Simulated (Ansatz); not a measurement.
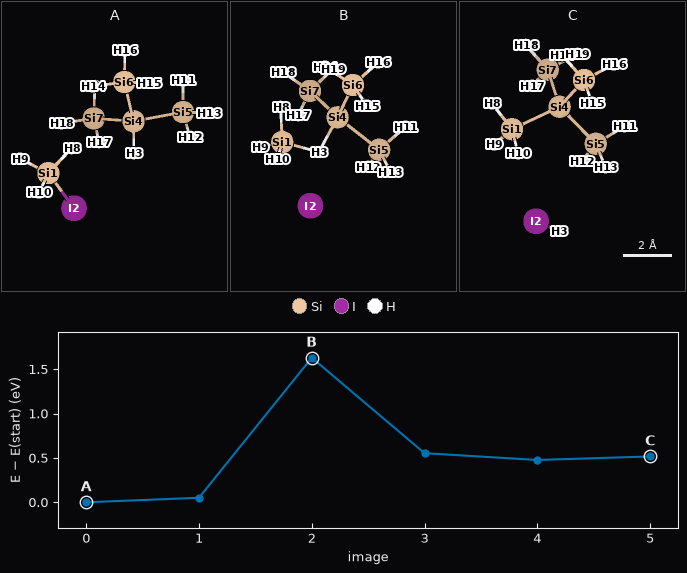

NEB run on Si₅H₁₃I, made up of SiH₃I and Si4H10. Images are numbered from 0 (start) to 5 (end). Frames A to C are images 0, 2, 5. Style: ball-and-stick. Shown from a free direction.

Method: RKS PBE-D4/def2-SVP (Ansatz). Run with 4 movable images; climbing image.

Describe the mechanism and the energy profile.

The highest point, image 2, lies 1.63 eV above the start and 1.11 eV above the end; the end is at +0.52 eV relative to the start. Breaking: H3–Si4 (1.49 → 1.71 at the top → 5.40 Å), Si1–I2 (2.44 → 3.05 at the top → 4.10 Å). Forming: I2–H3 (3.53 → 2.31 at the top → 1.61 Å), Si1–Si4 (4.39 → 2.72 at the top → 2.34 Å). The band converged in 24 iterations. The largest component of the band force went from 3.1 to 0.034 eV/Å. The climbing image converged on the top of the path. Its curvatures weren't checked. The largest force component is 0.30 eV/Å at the start and 0.34 eV/Å at the end; an end with forces this large is no minimum, and the barrier measured from it can be far off.

Limits of the set-up: the start holds two separate molecules, 2.8 Å apart at their closest, whose relative position is a soft coordinate.

The run took about 130 s of wall time on a shared GPU.
